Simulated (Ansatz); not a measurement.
# AlH₃− (doublet): the correlation ladder at a displaced geometry (v2), aug-cc-pVDZ

Aim: climb from Hartree-Fock through coupled cluster and multireference methods for AlH₃− (doublet) at one geometry and basis, and see what each rung misses.

Computed with Ansatz 0.2.0, Gaussian basis. Level: aug-cc-pVDZ, core rule «outside noble gas», up to 5 orbitals frozen.

Plan: UHF; CCSD(T) on ROHF; CCSD(T) on UHF; BCCD(T) on ROHF; CISD; CCSDT(Q) on ROHF; CCSDT(Q) on UHF; CASSCF and MRCISD+Q, 7 electrons in 7 orbitals; CASSCF and NEVPT4(SD), 7 electrons in 7 orbitals; CASSCF and NEVPT2, 7 electrons in 7 orbitals.

20 further runs of the same task are left out: 3 for a known fault of the program, 5 that didn't finish, 12 set aside as unsound or not needed.

## Step 1: The geometry

The geometry is a PBE0/def2-TZVPD stationary point (not a proven minimum) with its atoms shifted at random (size 0.100 Å).

4 atoms, charge -1, spin multiplicity 2.

Atoms are counted from 1 here; the program's logs count them from 0.

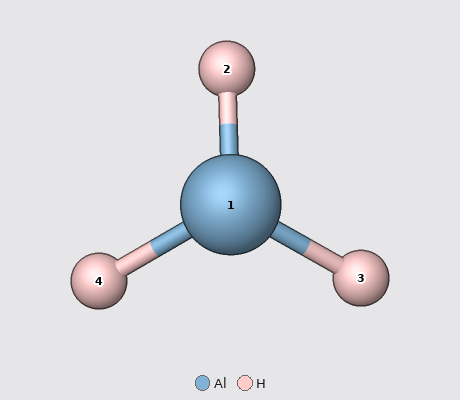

The structure; aluminium light blue, hydrogen pink; atoms are numbered from 1 in the order of the file.

As a file:

```xyz
4
AlH3
Al    0.00877    0.00308   -0.05216
H     1.40296    0.02431    0.46753
H    -0.87049    1.32527    0.45223
H    -0.76710   -1.43192    0.47659
```

In the tables R marks a restricted open-shell determinant and U an unrestricted one; 'valence' is the active space of 7 electrons in 7 orbitals; energies count from the table's Hartree-Fock row.

## Step 2: UHF

Contents of in.yaml:

```yaml
crystal:
  periodic: [false, false, false]
  atoms:
    - {symbol: Al, position_ang: [0.008765, 0.003076, -0.052163]}
    - {symbol: H, position_ang: [1.402964, 0.024308, 0.467529]}
    - {symbol: H, position_ang: [-0.870491, 1.325270, 0.452230]}
    - {symbol: H, position_ang: [-0.767100, -1.431919, 0.476587]}
basis:
  gaussian: {orbitals: aug-cc-pVDZ}
total_charge: -1
magnetization: {spin_polarized: true, initial_magnetization: 1}
hamiltonian: {xc: hf}
output: {orbitals: {seedname: orbitals}}
```

The run is started by

```sh
> ansatz run in.yaml --threads 1 --pin off --events-out ev --progress --plain --max-ram 2393MiB
```

What it wrote:

```text
Functional definition: HF
  name "HF"
  cite "Fock, Z. Phys. 61, 126 (1930) doi:10.1007/BF01340294"
  parent pbe
  exchange = exact_x
  correlation = 0
627 factors; their error is unknown
mean field evaluation 1: about -6628.0570 eV, gradient 7.3e0 eV
mean field evaluation 2: about -6628.8875 eV, gradient 2.4e0 eV
mean field evaluation 4: about -6629.0546 eV, gradient 3.6e-1 eV
mean field evaluation 8: about -6629.3019 eV, gradient 1.1e-1 eV
mean field -6629.30207968 eV, -243.6223579261 hartree, gradient 2.4e-5 eV, S^2 0.753229; 0 other end points of the search recorded, 0 dependent functions left out
reference -6629.30207968 eV, -243.6223579261 hartree; 9, 8 occupied and 45, 46 virtual orbitals, 627 factors
Total energy: -6629.30207968 eV, -243.6223579261 hartree
```

Wall time 0.27 s (1 thread of Arm Neoverse V1, shared host).

From the report: ⟨S²⟩ of the determinant 0.753 (pure doublet: 0.75).

## Step 3: CCSD(T) on ROHF

in.yaml: that of step 2 with these lines changed.

```diff
@@ -10,4 +10,3 @@
 total_charge: -1
-magnetization: {spin_polarized: true, initial_magnetization: 1}
-hamiltonian: {xc: hf}
-output: {orbitals: {seedname: orbitals}}
+magnetization: {spin_polarized: false, initial_magnetization: 1}
+correlation: {method: ccsd_t, electrons: outside_noble_gas}
```

Same command.

What it wrote, shortened:

```text
Functional definition: HF
  name "HF"
  cite "Fock, Z. Phys. 61, 126 (1930) doi:10.1007/BF01340294"
  parent pbe
[...]
522 factors; integrals over basis functions are off by at most 5.4e-4 eV
[...]
mean field -6629.28257679 eV, -243.6216412077 hartree, gradient 6.2e-6 eV, S^2 0.750000; 1 other end points of the search recorded, 0 dependent functions left out
[...]
determinant -6629.28257679 eV, -243.6216412077 hartree, with singles and doubles -6632.55547718 eV, -243.7419180788 hartree
determinant -6627.71669444 eV, -243.5640960931 hartree, with singles and doubles -6630.77647510 eV, -243.6765409582 hartree
5 core orbitals not correlated: weight in the atoms' cores, before any rotation towards them, 1.000 or more for the frozen orbitals, at most 0.000 for the correlated occupied ones
reference -6629.28257679 eV, -243.6216412077 hartree; 4, 3 occupied and 45, 46 virtual orbitals, 522 factors
second order -2.47962764 eV of doubles, -0.01238277 eV of singles
cycle   1  -3.24338605 eV  change   -1.1e-1 eV  update   2.2e-2
[...]
cycle  10  -3.25364323 eV  change    2.3e-6 eV  update   7.4e-6
perturbative correction -0.06238413 eV, -0.0022925745 hartree
Total energy: -6632.59860415 eV, -243.7435029655 hartree
```

Wall time 1.6 s (1 thread of Arm Neoverse V1, shared host).

From the report: correlation -3.3160 eV; T1 0.021; largest double amplitude 0.03.

## Step 4: CCSD(T) on UHF

in.yaml: that of step 3 with these lines changed.

```diff
@@ -10,3 +10,3 @@
 total_charge: -1
-magnetization: {spin_polarized: false, initial_magnetization: 1}
+magnetization: {spin_polarized: true, initial_magnetization: 1}
 correlation: {method: ccsd_t, electrons: outside_noble_gas}
```

The command is unchanged.

What it wrote, shortened:

```text
Functional definition: HF
  name "HF"
  cite "Fock, Z. Phys. 61, 126 (1930) doi:10.1007/BF01340294"
  parent pbe
[...]
522 factors; integrals over basis functions are off by at most 5.4e-4 eV
[...]
mean field -6629.30250769 eV, -243.6223736551 hartree, gradient 2.4e-6 eV, S^2 0.753229; 1 other end points of the search recorded, 0 dependent functions left out
determinant -6629.30250769 eV, -243.6223736551 hartree, with singles and doubles -6632.55585786 eV, -243.7419320685 hartree
determinant -6627.71689168 eV, -243.5641033412 hartree, with singles and doubles -6630.77657557 eV, -243.6765446504 hartree
5 core orbitals not correlated: weight in the atoms' cores, before any rotation towards them, 1.000 or more for the frozen orbitals, at most 0.000 for the correlated occupied ones
reference -6629.30250769 eV, -243.6223736551 hartree; 4, 3 occupied and 45, 46 virtual orbitals, 522 factors
second order -2.47693327 eV of doubles, -0.00000000 eV of singles
cycle   1  -3.22373371 eV  change   -1.2e-1 eV  update   2.1e-2
[...]
cycle  10  -3.23414839 eV  change    1.7e-6 eV  update   7.2e-6
perturbative correction -0.06210298 eV, -0.0022822423 hartree
Total energy: -6632.59875906 eV, -243.7435086587 hartree
```

Run time: 1.5 s. Hardware: 1 thread of Arm Neoverse V1, shared host.

From the report: ⟨S²⟩ of the determinant 0.753 (pure doublet: 0.75); correlation -3.2963 eV; T1 0.017; largest double amplitude 0.03.

## Step 5: BCCD(T) on ROHF

in.yaml: that of step 4 with these lines changed.

```diff
@@ -10,3 +10,3 @@
 total_charge: -1
-magnetization: {spin_polarized: true, initial_magnetization: 1}
-correlation: {method: ccsd_t, electrons: outside_noble_gas}
+magnetization: {spin_polarized: false, initial_magnetization: 1}
+correlation: {method: bccd_t, electrons: outside_noble_gas}
```

The command is unchanged.

What it wrote, shortened:

```text
Functional definition: HF
  name "HF"
  cite "Fock, Z. Phys. 61, 126 (1930) doi:10.1007/BF01340294"
  parent pbe
[...]
522 factors; integrals over basis functions are off by at most 5.4e-4 eV
[...]
mean field -6629.28257679 eV, -243.6216412077 hartree, gradient 6.2e-6 eV, S^2 0.750000; 1 other end points of the search recorded, 0 dependent functions left out
[...]
determinant -6629.28257679 eV, -243.6216412077 hartree, with singles and doubles -6632.55547718 eV, -243.7419180788 hartree
determinant -6627.71669444 eV, -243.5640960931 hartree, with singles and doubles -6630.77647510 eV, -243.6765409582 hartree
5 core orbitals not correlated: weight in the atoms' cores, before any rotation towards them, 1.000 or more for the frozen orbitals, at most 0.000 for the correlated occupied ones
reference -6629.28257679 eV, -243.6216412077 hartree; 4, 3 occupied and 45, 46 virtual orbitals, 522 factors
second order -2.47962764 eV of doubles, -0.01238277 eV of singles
cycle   1  -3.24606119 eV  change   -1.1e-1 eV  update   2.3e-2
[...]
cycle  10  -3.25153611 eV  change    2.6e-6 eV  update   7.9e-6
perturbative correction -0.06498107 eV, -0.0023880101 hartree
Total energy: -6632.59909396 eV, -243.7435209659 hartree
```

Wall time 1.9 s (1 thread of Arm Neoverse V1, shared host).

From the report: correlation -3.3165 eV; largest double amplitude 0.03.

## Step 6: CISD

in.yaml: that of step 5 with these lines changed.

```diff
@@ -11,2 +11,2 @@
 magnetization: {spin_polarized: false, initial_magnetization: 1}
-correlation: {method: bccd_t, electrons: outside_noble_gas}
+correlation: {active_space: {ras: {orbitals: [3, 1, 45], electrons: 7, max_holes: 2, max_particles: 2}, fixed_orbitals: true}}
```

Launched as before.

What it wrote:

```text
Functional definition: HF
  name "HF"
  cite "Fock, Z. Phys. 61, 126 (1930) doi:10.1007/BF01340294"
  parent pbe
  exchange = exact_x
  correlation = 0
522 factors; integrals over basis functions are off by at most 5.4e-4 eV
mean field evaluation 1: about -6628.0657 eV, gradient 1.1e1 eV
mean field evaluation 2: about -6628.0651 eV, gradient 1.1e1 eV
mean field evaluation 4: about -6629.2514 eV, gradient 1.2e0 eV
mean field evaluation 8: about -6629.2805 eV, gradient 1.7e-1 eV
mean field -6629.28257679 eV, -243.6216412077 hartree, gradient 6.2e-6 eV, S^2 0.750000; 0 other end points of the search recorded, 0 dependent functions left out
reference -6629.28257679 eV, -243.6216412077 hartree; 9, 8 occupied and 45, 46 virtual orbitals, 522 factors
state -6632.38561055 eV, -243.7356755952 hartree
Total energy: -6632.38561055 eV, -243.7356755952 hartree
```

Wall time 2 s (1 thread of Arm Neoverse V1, shared host).

From the report: 49,189 determinants.

## Step 7: CCSDT(Q) on ROHF

in.yaml: that of step 6 with these lines changed.

```diff
@@ -11,2 +11,2 @@
 magnetization: {spin_polarized: false, initial_magnetization: 1}
-correlation: {active_space: {ras: {orbitals: [3, 1, 45], electrons: 7, max_holes: 2, max_particles: 2}, fixed_orbitals: true}}
+correlation: {method: ccsdt_q, electrons: outside_noble_gas}
```

The command is unchanged.

What it wrote, shortened:

```text
Functional definition: HF
  name "HF"
  cite "Fock, Z. Phys. 61, 126 (1930) doi:10.1007/BF01340294"
  parent pbe
[...]
917 factors; integrals over basis functions are off by at most 2.4e-7 eV
[...]
mean field -6629.28261046 eV, -243.6216424451 hartree, gradient 6.3e-6 eV, S^2 0.750000; 1 other end points of the search recorded, 0 dependent functions left out
[...]
determinant -6629.28261046 eV, -243.6216424451 hartree, with singles and doubles -6632.55551178 eV, -243.7419193502 hartree
determinant -6627.71673249 eV, -243.5640974912 hartree, with singles and doubles -6630.77651202 eV, -243.6765423150 hartree
5 core orbitals not correlated: weight in the atoms' cores, before any rotation towards them, 1.000 or more for the frozen orbitals, at most 0.000 for the correlated occupied ones
reference -6629.28261046 eV, -243.6216424451 hartree; 4, 3 occupied and 45, 46 virtual orbitals, 917 factors
second order -2.47963423 eV of doubles, -0.01238274 eV of singles
cycle   1  -3.03549800 eV  change   -5.4e-1 eV  update   6.5e-2
[...]
cycle  16  -3.33600491 eV  change    4.4e-7 eV  update   3.0e-7
perturbative correction -0.00140564 eV, -0.0000516562 hartree
Total energy: -6632.62002101 eV, -243.7442900206 hartree
```

Run time: 41 s. Hardware: 1 thread of Arm Neoverse V1, shared host; peak memory 0.38 GiB.

From the report: correlation -3.3374 eV; T1 0.022; largest double amplitude 0.04.

## Step 8: CCSDT(Q) on UHF

in.yaml: that of step 7 with these lines changed.

```diff
@@ -10,3 +10,3 @@
 total_charge: -1
-magnetization: {spin_polarized: false, initial_magnetization: 1}
+magnetization: {spin_polarized: true, initial_magnetization: 1}
 correlation: {method: ccsdt_q, electrons: outside_noble_gas}
```

Launched as before.

What it wrote, shortened:

```text
Functional definition: HF
  name "HF"
  cite "Fock, Z. Phys. 61, 126 (1930) doi:10.1007/BF01340294"
  parent pbe
[...]
917 factors; integrals over basis functions are off by at most 2.4e-7 eV
[...]
mean field -6629.30254131 eV, -243.6223748904 hartree, gradient 2.4e-6 eV, S^2 0.753229; 0 other end points of the search recorded, 0 dependent functions left out
5 core orbitals not correlated: weight in the atoms' cores, before any rotation towards them, 1.000 or more for the frozen orbitals, at most 0.000 for the correlated occupied ones
reference -6629.30254131 eV, -243.6223748904 hartree; 4, 3 occupied and 45, 46 virtual orbitals, 917 factors
second order -2.47693991 eV of doubles, -0.00000000 eV of singles
cycle   1  -3.01799022 eV  change   -5.4e-1 eV  update   6.4e-2
[...]
cycle  16  -3.31618143 eV  change    4.6e-7 eV  update   3.1e-7
perturbative correction -0.00147846 eV, -0.0000543325 hartree
Total energy: -6632.62020120 eV, -243.7442966427 hartree
```

It took 38 s on 1 thread of Arm Neoverse V1, shared host; peak memory 0.37 GiB.

From the report: ⟨S²⟩ of the determinant 0.753 (pure doublet: 0.75); correlation -3.3177 eV; T1 0.018; largest double amplitude 0.04.

## Step 9: CASSCF and MRCISD+Q, 7 electrons in 7 orbitals

in.yaml: that of step 8 with these lines changed.

```diff
@@ -10,3 +10,3 @@
 total_charge: -1
-magnetization: {spin_polarized: true, initial_magnetization: 1}
-correlation: {method: ccsdt_q, electrons: outside_noble_gas}
+magnetization: {spin_polarized: false, initial_magnetization: 1}
+correlation: {method: fic_mrcisd_q, electrons: outside_noble_gas, active_space: {window: {electrons: 7, orbitals: 7}, shells: [{species: Al, l: s, shell: 3}, {species: Al, l: p, shell: 3}, {species: H, l: s, shell: 1}]}}
```

The command is unchanged.

What it wrote, shortened:

```text
Functional definition: HF
  name "HF"
  cite "Fock, Z. Phys. 61, 126 (1930) doi:10.1007/BF01340294"
  parent pbe
[...]
917 factors; integrals over basis functions are off by at most 2.4e-7 eV
[...]
mean field -6629.28261046 eV, -243.6216424451 hartree, gradient 6.3e-6 eV, S^2 0.750000; 0 other end points of the search recorded, 0 dependent functions left out
reference -6629.28261046 eV, -243.6216424451 hartree; 9, 8 occupied and 45, 46 virtual orbitals, 917 factors
state -6630.37746936 eV, -243.6618777677 hartree
contracted CI cycle   1: correlation 0.00000000 eV, 0.0000000000 hartree, residual 1.04e1 eV
contracted CI cycle   2: correlation -2.01034607 eV, -0.0738788555 hartree, residual 2.21e0 eV
contracted CI cycle   3: correlation -2.11090977 eV, -0.0775745031 hartree, residual 6.80e-1 eV
contracted CI cycle   4: correlation -2.12018006 eV, -0.0779151802 hartree, residual 1.87e-1 eV
contracted CI cycle   5: correlation -2.12089892 eV, -0.0779415977 hartree, residual 6.12e-2 eV
contracted CI cycle   6: correlation -2.12099168 eV, -0.0779450066 hartree, residual 1.98e-2 eV
contracted CI cycle   7: correlation -2.12100185 eV, -0.0779453802 hartree, residual 7.24e-3 eV
contracted CI cycle   8: correlation -2.12100303 eV, -0.0779454236 hartree, residual 2.29e-3 eV
contracted CI cycle   9: correlation -2.12100314 eV, -0.0779454279 hartree, residual 7.68e-4 eV
state -6630.37746936 eV, -243.6618777677 hartree; corrected -6632.61997948 eV, -243.7442884945 hartree
Total energy: -6632.61997948 eV, -243.7442884945 hartree
Checks for a lower state left out: starts, orbital_swaps
```

Wall time 4.2 s (1 thread of Arm Neoverse V1, shared host).

From the report: 1,225 determinants; active occupations 1.99, 1.98, 1.97, 1.00, 0.03, 0.02, 0.02.

## Step 10: CASSCF and NEVPT4(SD), 7 electrons in 7 orbitals

Contents of in.yaml:

```yaml
crystal:
  periodic: [false, false, false]
  atoms:
    - {symbol: Al, position_ang: [0.008765, 0.003076, -0.052163]}
    - {symbol: H, position_ang: [1.402964, 0.024308, 0.467529]}
    - {symbol: H, position_ang: [-0.870491, 1.325270, 0.452230]}
    - {symbol: H, position_ang: [-0.767100, -1.431919, 0.476587]}
basis:
  gaussian: {orbitals: aug-cc-pVDZ}
total_charge: -1
magnetization: {spin_polarized: false, initial_magnetization: 1}
correlation: {method: fic_nevpt4_sd, electrons: outside_noble_gas, active_space: {window: {electrons: 7, orbitals: 7}, shells: [{species: Al, l: s, shell: 3}, {species: Al, l: p, shell: 3}, {species: H, l: s, shell: 1}]}}
```

Same command.

What it wrote:

```text
Functional definition: HF
  name "HF"
  cite "Fock, Z. Phys. 61, 126 (1930) doi:10.1007/BF01340294"
  parent pbe
  exchange = exact_x
  correlation = 0
917 factors; integrals over basis functions are off by at most 2.4e-7 eV
mean field evaluation 1: about -6628.0661 eV, gradient 1.1e1 eV
mean field evaluation 2: about -6628.0652 eV, gradient 1.1e1 eV
mean field evaluation 4: about -6629.2515 eV, gradient 1.2e0 eV
mean field evaluation 8: about -6629.2805 eV, gradient 1.6e-1 eV
mean field -6629.28261046 eV, -243.6216424451 hartree, gradient 6.3e-6 eV, S^2 0.750000; 0 other end points of the search recorded, 0 dependent functions left out
reference -6629.28261046 eV, -243.6216424451 hartree; 9, 8 occupied and 45, 46 virtual orbitals, 917 factors
state -6630.37746936 eV, -243.6618777677 hartree
state -6630.37746936 eV, -243.6618777677 hartree; corrected -6632.45986767 eV, -243.7384044942 hartree
Total energy: -6632.45986767 eV, -243.7384044942 hartree
Checks for a lower state left out: starts, orbital_swaps
```

Run time: 3.3 s. Hardware: 1 thread of Arm Neoverse V1, shared host.

From the report: 1,225 determinants; active occupations 1.99, 1.98, 1.97, 1.00, 0.03, 0.02, 0.02.

## Step 11: CASSCF and NEVPT2, 7 electrons in 7 orbitals

Contents of in.yaml:

```yaml
crystal:
  periodic: [false, false, false]
  atoms:
    - {symbol: Al, position_ang: [0.008765, 0.003076, -0.052163]}
    - {symbol: H, position_ang: [1.402964, 0.024308, 0.467529]}
    - {symbol: H, position_ang: [-0.870491, 1.325270, 0.452230]}
    - {symbol: H, position_ang: [-0.767100, -1.431919, 0.476587]}
basis:
  gaussian: {orbitals: aug-cc-pVDZ}
total_charge: -1
magnetization: {spin_polarized: false, initial_magnetization: 1}
correlation: {method: sc_nevpt2, electrons: outside_noble_gas, active_space: {window: {electrons: 7, orbitals: 7}, shells: [{species: Al, l: s, shell: 3}, {species: Al, l: p, shell: 3}, {species: H, l: s, shell: 1}]}}
```

Launched as before.

What it wrote:

```text
Functional definition: HF
  name "HF"
  cite "Fock, Z. Phys. 61, 126 (1930) doi:10.1007/BF01340294"
  parent pbe
  exchange = exact_x
  correlation = 0
917 factors; integrals over basis functions are off by at most 2.4e-7 eV
mean field evaluation 1: about -6628.0661 eV, gradient 1.1e1 eV
mean field evaluation 2: about -6628.0652 eV, gradient 1.1e1 eV
mean field evaluation 4: about -6629.2515 eV, gradient 1.2e0 eV
mean field evaluation 8: about -6629.2805 eV, gradient 1.6e-1 eV
mean field -6629.28261046 eV, -243.6216424451 hartree, gradient 6.3e-6 eV, S^2 0.750000; 0 other end points of the search recorded, 0 dependent functions left out
reference -6629.28261046 eV, -243.6216424451 hartree; 9, 8 occupied and 45, 46 virtual orbitals, 917 factors
state -6630.37746936 eV, -243.6618777677 hartree
state -6630.37746936 eV, -243.6618777677 hartree; corrected -6631.77562837 eV, -243.7132591637 hartree
Total energy: -6631.77562837 eV, -243.7132591637 hartree
Checks for a lower state left out: starts, orbital_swaps
```

Wall time 2.7 s (1 thread of Arm Neoverse V1, shared host).

From the report: 1,225 determinants; active occupations 1.99, 1.98, 1.97, 1.00, 0.03, 0.02, 0.02.

## Step 12: Natural occupations

Natural occupations of the CASSCF valence state about the gap (report; correlated orbitals 1 to 7): 1.985, 1.976, 1.973, 1.001, 0.028, 0.020, 0.016. The count of effectively unpaired electrons, Σ n²(2 − n)², is 1.01; a single determinant of this spin has 1.

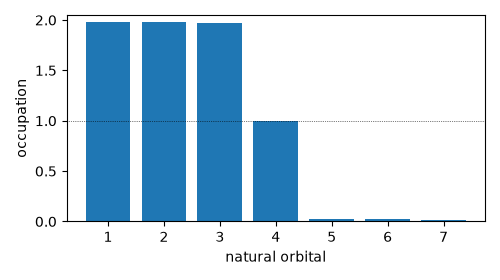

Natural occupations of the CASSCF valence state.

## Step 13: The ladder

The yardstick is UCCSDT(Q), where the cluster series has nearly closed. Rows without a time come out of other runs: HF, MP2 and CCSD of CCSD(T), CCSDT of CCSDT(Q), CASSCF and MRCISD of the multireference runs.

Differences are taken before rounding.

```tsv
method	energy from the lowest RHF (kcal/mol)	from UCCSDT(Q) (kcal/mol)	time
RHF	0.00	+76.97	
UHF	-0.46	+76.51	
RMP2	-57.47	+19.50	
UMP2	-57.58	+19.39	
CISD	-71.56	+5.41	2 s
RCCSD	-75.03	+1.94	
UCCSD	-75.04	+1.93	
RCCSD(T)	-76.47	+0.50	1.6 s
UCCSD(T)	-76.47	+0.49	1.5 s
BCCD(T)	-76.48	+0.49	1.9 s
RCCSDT	-76.93	+0.04	
UCCSDT	-76.93	+0.03	
RCCSDT(Q)	-76.96	0.00	41 s
UCCSDT(Q)	-76.97	0	38 s
CASSCF valence	-25.25	+51.72	
NEVPT2 valence	-57.49	+19.48	2.7 s
NEVPT4(SD) valence	-73.27	+3.70	3.3 s
MRCISD valence	-74.16	+2.81	
MRCISD+Q valence	-76.96	+0.01	4.2 s
```

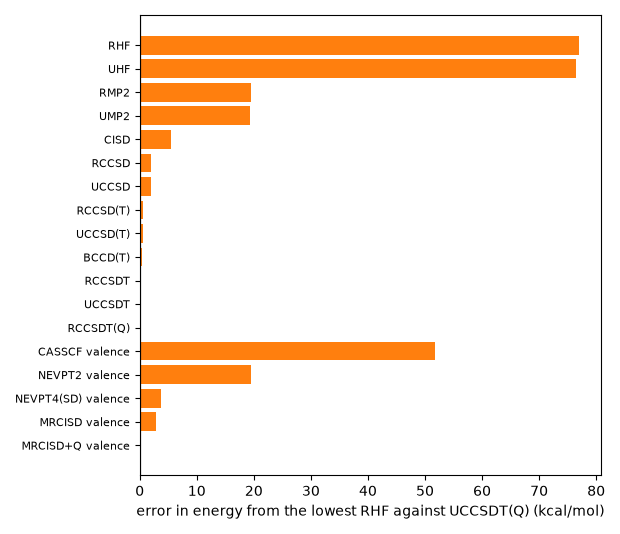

Error of each method against UCCSDT(Q).

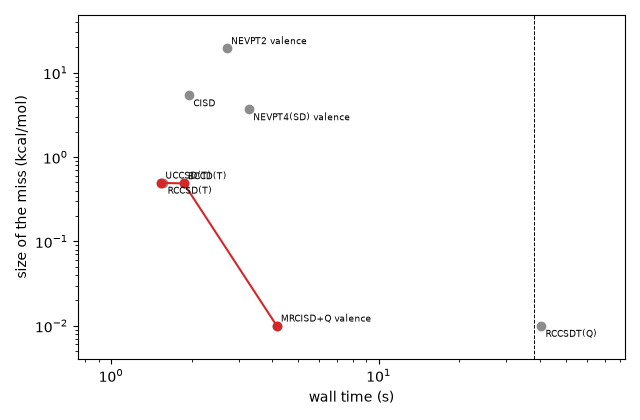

Accuracy for the time spent; red marks the levels that beat every quicker one drawn (of those quicker than the yardstick), and the dashed line is the time of UCCSDT(Q). Misses under 0.01 kcal/mol are drawn at that value. Times are from a shared host.

## Step 14: Results

| quantity | value |
| --- | --- |
| UCCSDT(Q) below the RHF energy | -3.3376 eV |
| RMP2 from UCCSDT(Q) | +19.50 kcal/mol |
| UMP2 from UCCSDT(Q) | +19.39 kcal/mol |
| RCCSD from UCCSDT(Q) | +1.94 kcal/mol |
| RCCSD(T) from UCCSDT(Q) | +0.50 kcal/mol |
| UCCSD(T) from UCCSDT(Q) | +0.49 kcal/mol |
| RCCSDT(Q) from UCCSDT(Q) | 0.00 kcal/mol |
| NEVPT2 valence from UCCSDT(Q) | +19.48 kcal/mol |
| NEVPT4(SD) valence from UCCSDT(Q) | +3.70 kcal/mol |
| MRCISD+Q valence from UCCSDT(Q) | +0.01 kcal/mol |
| levels within 1 kcal/mol (43 meV) | RCCSD(T), UCCSD(T), BCCD(T), RCCSDT, UCCSDT, RCCSDT(Q), MRCISD+Q valence |
| T1 diagnostic | 0.021 |
| effectively unpaired electrons | 1.01 |

What this shows: RCCSD(T) lands +0.50 kcal/mol from the yardstick (0.6 % of the correlation energy). One determinant dominates. Of the multireference levels listed MRCISD+Q valence comes nearest in total energy (+0.01 kcal/mol), which doesn't show that its space is the better one. These misses are within one basis, not against nature; the frozen cores of restricted and unrestricted runs differ, which can shift their rows.

For cost: MRCISD+Q valence gets within 0.01 kcal/mol in 4.2 s, where UCCSDT(Q) took 38 s; the quickest level in the cost chart, UCCSD(T), takes 1.5 s and misses by 0.49 kcal/mol.
